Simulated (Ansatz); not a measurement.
A series of calculations on CH$_{7}$BrSi

### Relaxation

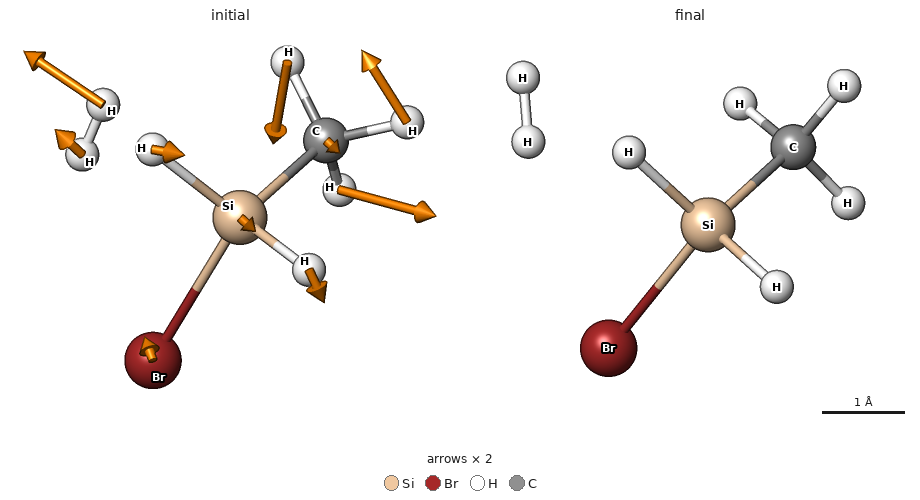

The structure of CH$_{7}$BrSi before (left) and after (right) a relaxation, at one scale. The orange arrows give the displacements, 2 times their true length.

Style: ball-and-stick. Shown from a free direction.

The run prepares an end point of a later path (reaction) calculation, from a guessed geometry.

Theory: RKS LDA/def2-SVP in Ansatz 0.2.0.

Input file:
```yaml
crystal:
  periodic: [false, false, false]
  atoms:
    - { symbol: Si, position_ang: [-0.877381, -0.259598, -0.363394] }
    - { symbol: Br, position_ang: [0.166007, -1.506504, -1.973106] }
    - { symbol: H, position_ang: [-2.166783, -0.987714, -0.096975] }
    - { symbol: H, position_ang: [-1.180829, 1.075748, -0.983274] }
    - { symbol: C, position_ang: [0.165299, -0.155171, 1.179756] }
    - { symbol: H, position_ang: [1.494825, 0.898016, -1.378944] }
    - { symbol: H, position_ang: [1.241329, 1.366422, -0.904591] }
    - { symbol: H, position_ang: [-0.45959, -0.322263, 2.080113] }
    - { symbol: H, position_ang: [0.952483, -0.9371, 1.1653] }
    - { symbol: H, position_ang: [0.664839, 0.828263, 1.275115] }
basis:
  gaussian: { orbitals: def2-SVP }
hamiltonian:
  xc: lda
relax:
  f_tol: 0.03
  max_steps: 50
```

Command:
```bash
ansatz run input.yaml --threads 2 --pin off --max-ram 3072MiB --backend cpu --events-out ev --progress --plain --runs-dir out
```

### Describe what moved and what it gained.

After 10 accepted moves (12 points after the start) the energy has fallen by 4.95 kcal/mol. The largest force component goes from 1.9 to 0.023 eV/Å. The line search rejected the trial steps at points 8, 9 of the run. The largest move after the best rigid fit is that of H9, 0.72 Å. Largest moves by element: H 0.72 Å, Br 0.18 Å, Si 0.14 Å, C 0.12 Å. Among the contacts that change: H6–H7 0.713 → 0.786 Å, Si1–Br2 2.288 → 2.232 Å, Si1–C5 1.865 → 1.857 Å. Among the angles between lasting bonds that change: Br2–Si1–H3 104.6° → 106.8°. Groups turn about Si1–C5 by about 40°.

Limits of the set-up: the start holds two separate molecules, 2.3 Å apart at their closest, whose relative position is a soft coordinate and is computed without a dispersion correction.

### Relaxation

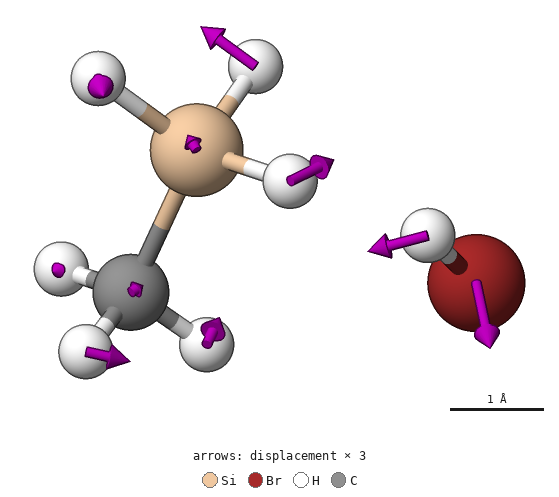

A relaxation of CH₇BrSi. The starting structure is drawn; purple arrows show the displacements, 3 times their true length. The two geometries are superimposed by the best rigid fit.

A ball-and-stick model, seen at a tilt.

The run prepares an end point of a later path (reaction) calculation, from a guessed geometry.

All numbers below come from RKS LDA/def2-SVP in Ansatz 0.2.0.

Input file:
```yaml
crystal:
  periodic: [false, false, false]
  atoms:
    - { symbol: Si, position_ang: [-0.745972, 0.564561, -0.229057] }
    - { symbol: Br, position_ang: [1.440234, -1.822457, -1.834049] }
    - { symbol: H, position_ang: [-1.52454, -0.530268, -0.905021] }
    - { symbol: H, position_ang: [-1.700996, 1.668409, 0.149793] }
    - { symbol: C, position_ang: [0.182623, -0.052691, 1.266689] }
    - { symbol: H, position_ang: [1.050878, -0.396356, -1.952378] }
    - { symbol: H, position_ang: [0.166676, 1.134, -1.211798] }
    - { symbol: H, position_ang: [-0.505897, -0.509602, 2.007423] }
    - { symbol: H, position_ang: [0.907308, -0.828316, 0.942475] }
    - { symbol: H, position_ang: [0.729887, 0.77282, 1.765923] }
basis:
  gaussian: { orbitals: def2-SVP }
hamiltonian:
  xc: lda
relax:
  f_tol: 0.03
  max_steps: 50
```

Launched with:
```bash
ansatz run input.yaml --threads 2 --pin off --max-ram 3072MiB --backend cpu --events-out ev --progress --plain --runs-dir out
```

Question: Describe the change and its energy.

Answer: Over 8 accepted moves (10 points after the start) the energy falls by 7.39 kJ/mol. Largest force component: 0.87 eV/Å at the start, 0.01 eV/Å at the end. The line search rejected the trial steps at points 4, 9 of the run. The forces were under the threshold at step 8, but the run went on from there. Br2 moves most after the best rigid fit: 0.34 Å. By element the largest moves are Br 0.34 Å, H 0.25 Å, Si 0.07 Å, C 0.06 Å. Near-neighbour distances that change, for instance: Si1–H7 1.457 → 1.524 Å, Br2–H6 1.483 → 1.459 Å.

### Path

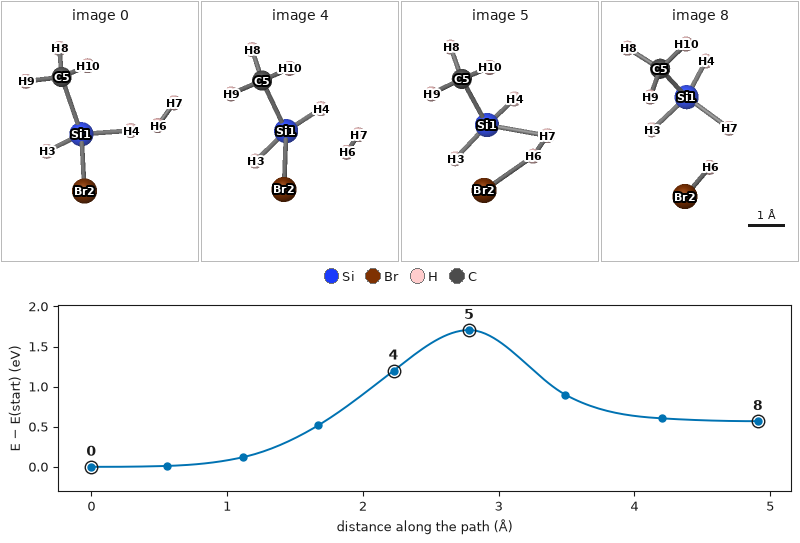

NEB run on CH7BrSi, made up at the start of CH5BrSi and H₂. Images are numbered from 0 (start) to 8 (end). A ball-and-stick model, seen at a tilt.

The calculation used Ansatz, RKS LDA/def2-SVP. Settings: 7 movable images; climbing image; force threshold 0.03 eV/Å; iteration limit 60; starting path through a guess of the saddle point.

> What happens along the path, and what is the barrier?

The energy climbs by 1.71 eV to image 5 and then falls by 1.14 eV, so the end point sits at +0.57 eV. Breaking: H6–H7 (0.79 → 0.92 at the top → 1.63 Å), Si1–Br2 (2.23 → 2.65 at the top → 3.72 Å). Forming: Br2–H6 (2.80 → 1.89 at the top → 1.46 Å), Si1–H7 (3.42 → 1.76 at the top → 1.52 Å). The band converged in 26 iterations. The largest component of the band force went from 3.4 to 0.022 eV/Å. The climbing image converged on the top of the path. Its vibrational analysis gives one imaginary mode (741i cm⁻¹), as a transition state must have.

Limits of the set-up: the start holds two separate molecules, 2.6 Å apart at their closest, whose relative position is a soft coordinate and is computed without a dispersion correction.
